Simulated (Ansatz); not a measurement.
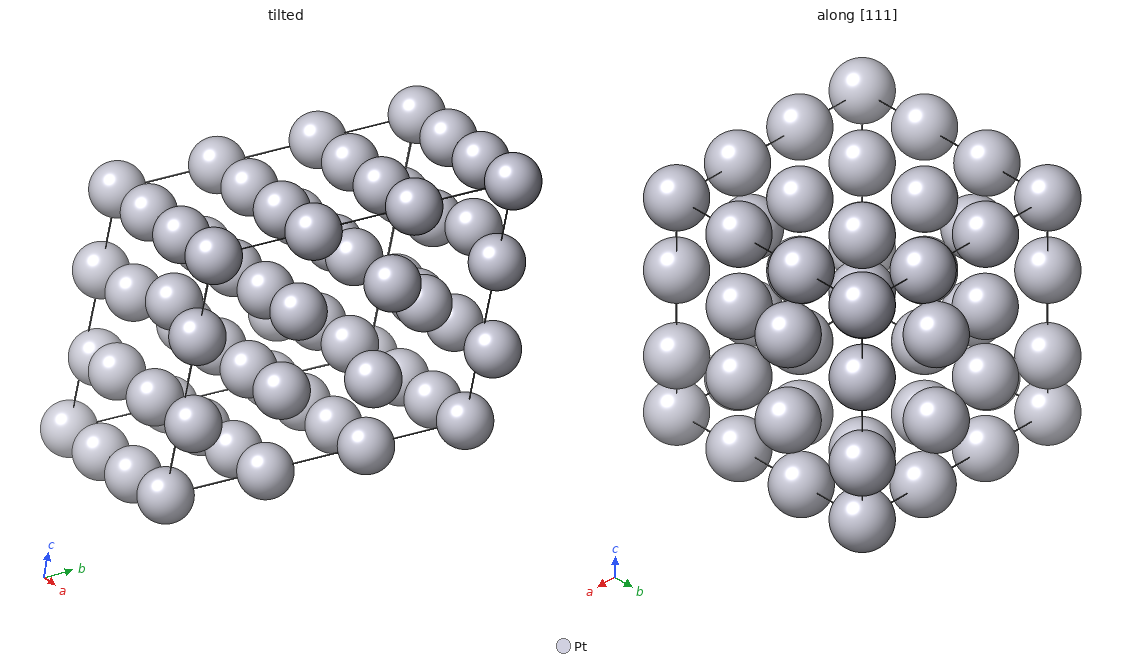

A spheres-only rendering, viewed slightly off an axis and along [111]. One simulation cell is framed, with atoms on its boundary repeated.

Characterise what is shown.

The element is platinum. The cell holds 28 atoms.

The cell started as a structure listed in the Materials Project, repeated into a supercell with a point defect put in. The atoms were relaxed in a fixed cell with Ansatz 0.2.0, DFT r2SCAN, scalar-relativistic, plane waves, PAW.
